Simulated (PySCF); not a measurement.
SMILES C=Cc1cccc(C#N)c1 at its GFN2-xTB optimised geometry (Å):

```
17

C     -1.7258    -2.4943    -0.0009
C     -2.1890    -1.2505    -0.0005
C     -1.3973    -0.0251     0.0000
C     -2.0583     1.2065     0.0002
C     -1.3582     2.3995     0.0008
C      0.0238     2.3968     0.0007
C      0.6992     1.1755     0.0000
C      2.1140     1.1541    -0.0015
N      3.2602     1.1370    -0.0040
C     -0.0045    -0.0251     0.0000
H     -0.6754    -2.7295    -0.0006
H     -2.3945    -3.3377    -0.0014
H     -3.2602    -1.0893    -0.0008
H     -3.1389     1.2234     0.0000
H     -1.8929     3.3377     0.0012
H      0.5833     3.3203     0.0010
H      0.5467    -0.9527    -0.0002
```

Calculation: PySCF 2.14.0 with PBE0/def2-SVP. Cells within 0.4 Å of a nucleus heavier than hydrogen are left out (blank, or x).

Map of the Laplacian of the electron density (e/bohr⁵), clipped to [-1.50, 1.50] on the plane z = 0.0 Å:

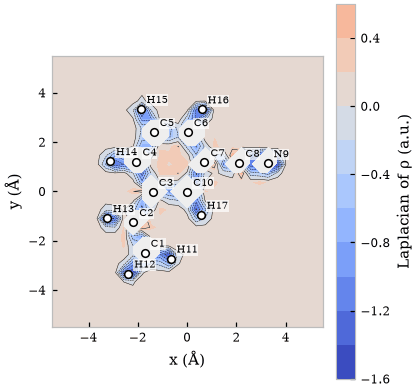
*Laplacian of the electron density (e/bohr⁵), clipped to [-1.50, 1.50] on the plane z = 0.0 Å.*
